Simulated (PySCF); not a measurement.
**[S4]2− ([S4]2-): wB97X-V/STO-3G**

What is the vertical singlet–triplet gap of [S4]2− ([S4]2-) at wB97X-V/STO-3G? Input form: a Python script.

The results are computed with PySCF 2.14.0.

11 further runs of the same task are left out: 2 that didn't finish, 9 set aside as unsound or not needed.

### Step 1. The system as given

[S4]2−: 4 atoms, total charge -2, spin state singlet. The coordinates come from a GFN2-xTB relaxation.

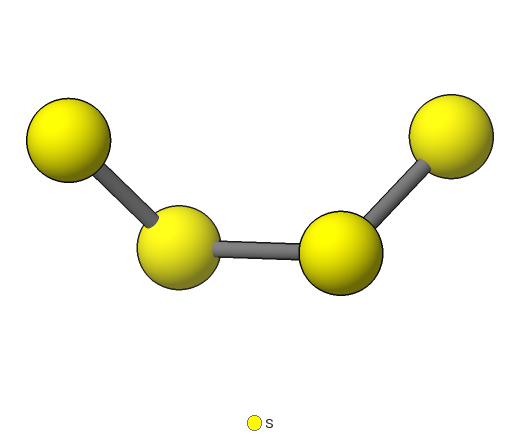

Viewed from a chosen angle; sulfur yellow.

### Step 2. A single-point energy at wB97X-V/STO-3G

Input file input.py:

```python
from pyscf import gto, dft

molecule = gto.M(
    atom='S -1.447470 0.791440 1.641580; S 0.409070 0.724090 0.917360; S 0.447450 0.225710 -1.132780; S 0.590950 -1.741240 -1.426160',
    max_memory=1860,
    charge=-2,
    verbose=3,
    basis='sto-3g',
)

mf = dft.RKS(molecule, xc='wb97x-v')
mf.conv_tol = 1e-10
mf.grids.level = 5
mf.nlcgrids.level = 1
mf.kernel()
if not mf.converged:
    mf = mf.newton().run(mf.mo_coeff, mf.mo_occ)

e_final = mf.e_tot
print('E(%s) = %.9f' % ('WB97X-V', e_final))
```

The run is started by

```sh
OMP_NUM_THREADS=1 python input.py
```

The program printed:

```text
converged SCF energy = -1574.43029784359
E(WB97X-V) = -1574.430297844
```

Run time: 28 s. Hardware: 1 thread of Intel Xeon Platinum 8375C at 2.90GHz (Ice Lake), shared host; peak memory 0.27 GiB.

### Step 3. The triplet at the same level

Input file calc.py:

```python
from pyscf import gto, dft

mol = gto.M(
    atom=[
    ('S', (-1.447470, 0.791440, 1.641580)),
    ('S', (0.409070, 0.724090, 0.917360)),
    ('S', (0.447450, 0.225710, -1.132780)),
    ('S', (0.590950, -1.741240, -1.426160)),
],
    max_memory=1860,
    basis='sto-3g',
    verbose=3,
    charge=-2,
    spin=2,
)

myscf = dft.UKS(mol)
myscf.xc = 'wb97x-v'
myscf.grids.level = 5
myscf.conv_tol = 1e-10
myscf.nlcgrids.level = 1
myscf.kernel()
if not myscf.converged:
    myscf = myscf.newton().run(myscf.mo_coeff, myscf.mo_occ)

e_final = myscf.e_tot
print('E(%s) = %.9f' % ('WB97X-V', e_final))
```

The run is started by

```sh
OMP_NUM_THREADS=1 python calc.py
```

The program printed:

```text
WARN: HOMO -0.0218681297052731 >= LUMO -0.233102898445806

converged SCF energy = -1574.28606777264  <S^2> = 2.0064288  2S+1 = 3.0042828
E(WB97X-V) = -1574.286067773
```

It took 55 s on 1 thread of Intel Xeon Platinum 8375C at 2.90GHz (Ice Lake), shared host; peak memory 0.28 GiB.

### Step 4. Summary of results

Level: wB97X-V/STO-3G.

| quantity | value |
| --- | --- |
| singlet: total energy | -1574.43030 Eh |
| singlet: HOMO energy | 9.29 eV |
| singlet: LUMO energy | 19.06 eV |
| singlet: HOMO–LUMO gap (to an unbound level, set by the basis) | 9.77 eV |
| triplet: total energy | -1574.28607 Eh |
| triplet: HOMO energy (highest over α and β) | 13.01 eV |
| triplet: LUMO energy (lowest over α and β) | 15.14 eV |
| triplet: ⟨S²⟩ | 2.006 |
| vertical energy of the triplet above the singlet | 3.925 eV |

At this shape the triplet lies 3.92 eV (379 kJ/mol) above the singlet. For an anion a state so high probably lies above electron detachment. In a minimal basis such a difference can be off by several eV, whatever the method. Mulliken charges (singlet) run from -0.71 on S1 to -0.29 on S2. The HOMO (singlet) lies at positive energy, 9.29 eV; only total energies tell whether the electron is bound. The HOMO (triplet) lies at positive energy, 13.01 eV; only total energies tell whether the electron is bound.
